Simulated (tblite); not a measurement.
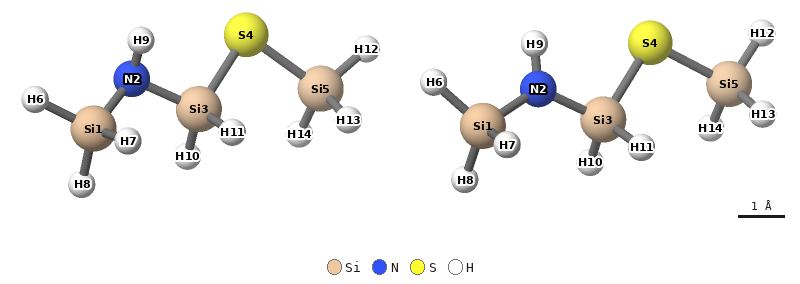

Two geometries of Si$_{3}$NH$_{9}$S, drawn at one scale. One is the start of a relaxation, the other its converged end. Style: ball-and-stick. Shown at a tilt.

All numbers below come from GFN2-xTB geometry optimisation, gas phase in tblite. 

Question: Which one is relaxed?

Answer: The right one is the relaxed one. H7 moves most after the best rigid fit: 0.53 Å. Largest moves by element: H 0.53 Å, N 0.35 Å, Si 0.31 Å, S 0.21 Å. Among the contacts that change: Si1–Si3 2.765 → 3.090 Å, Si1–N2 1.676 → 1.734 Å, Si3–S4 2.113 → 2.148 Å, Si1–H6 1.489 → 1.460 Å. Bond angles that change, for instance: Si1–N2–Si3 110.1° → 127.4°, Si3–S4–Si5 93.9° → 102.0°, Si3–N2–H9 107.7° → 115.5°. Over 56 geometry steps the energy falls by 0.472 eV. Cost: 0.71 s on 1 thread of Arm Neoverse N1 (shared host).
